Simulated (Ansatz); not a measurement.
LaAgS2

Input file:

```
crystal:
  lattice:
    - [4.1070748821, 0.0, 0.0]
    - [0.0, 4.1070748821, 0.0]
    - [0.0, 0.0, 11.616562]
  atoms:
    - { symbol: Ag, position: [0.5, 0.0, 0.875] }
    - { symbol: S, position: [0.5, 0.0, 0.125] }
    - { symbol: Ag, position: [0.0, 0.5, 0.125] }
    - { symbol: S, position: [0.0, 0.5, 0.375] }
    - { symbol: La, position: [0.5, 0.0, 0.375] }
    - { symbol: S, position: [0.5, 0.0, 0.625] }
    - { symbol: La, position: [0.0, 0.5, 0.625] }
    - { symbol: S, position: [0.0, 0.5, 0.875] }
kpoints:
  mp_grid: { grid: [6, 6, 2] }
hamiltonian:
  xc: pbesol
scf:
  occupations: { method: fermi_dirac, width: 0.03 }
relax:
  f_tol: 0.01
  cell: {}
  max_steps: 120
output:
  write_density: true
  write_potential: true
  elf: true
  volumetric_format: npy
```

Launched as:

```sh
ansatz run input.yaml --threads 4 --pin off --max-ram 4608MiB --backend cpu --events-out ev --progress --plain --runs-dir out
```

Below, planes, directions and counts refer to the conventional cell (a = 3.93 Å, b = 3.93 Å, c = 11.62 Å, α = 90.00°, β = 90.00°, γ = 90.00°).

The fields are those of the run's last geometry, not of the input's.

Space group P4/nmm; started from the I-III-VI2 or I-V-VI2 ordering on rocksalt lattice prototype, which need not be the ambient phase.

All numbers below come from DFT, PBEsol, plane waves, PAW in Ansatz.

What can the converged valence pseudo-density and electron localisation function tell about the bonding?

Ag–S (2.65 Å): the density is about 0.32 e/Å³ at the midpoint; the ELF peaks at about 0.90 in the valence shell of S, 0.8 Å from its nucleus, and drops to about 0.15 between the two atoms.
La–S (2.67 Å): the density is about 0.43 e/Å³ at the midpoint; the ELF peaks at about 0.85 in the valence shell of S, 0.8 Å from its nucleus, and drops to about 0.30 between the two atoms (a largely ionic contact).

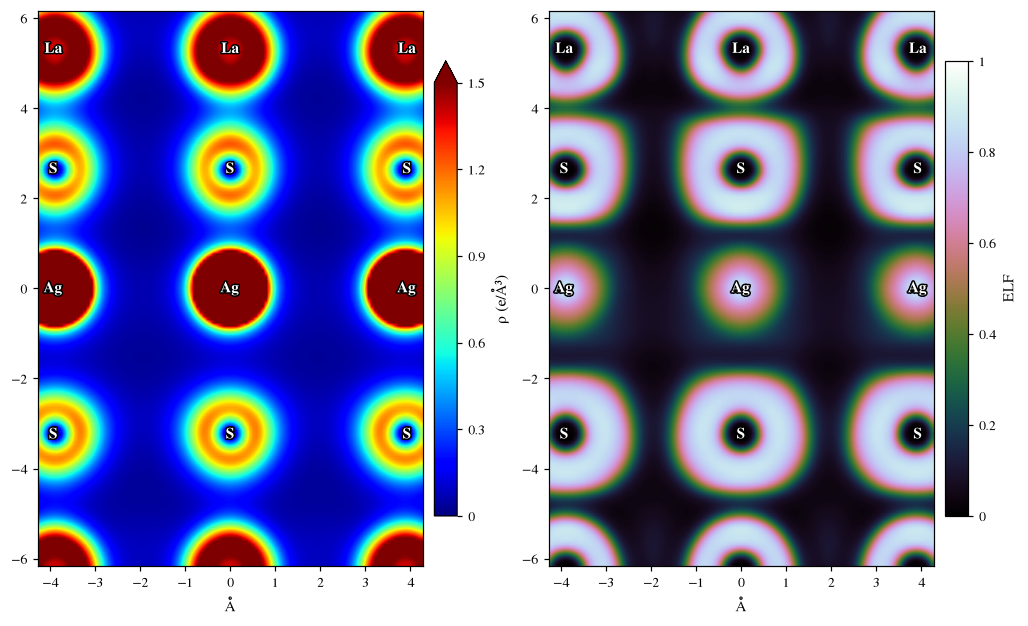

Computed valence pseudo-density and electron localisation function on the (010) plane of the conventional cell, in this order. 

Core electrons are frozen (PAW), and the valence fields are smoothed inside the atomic spheres.
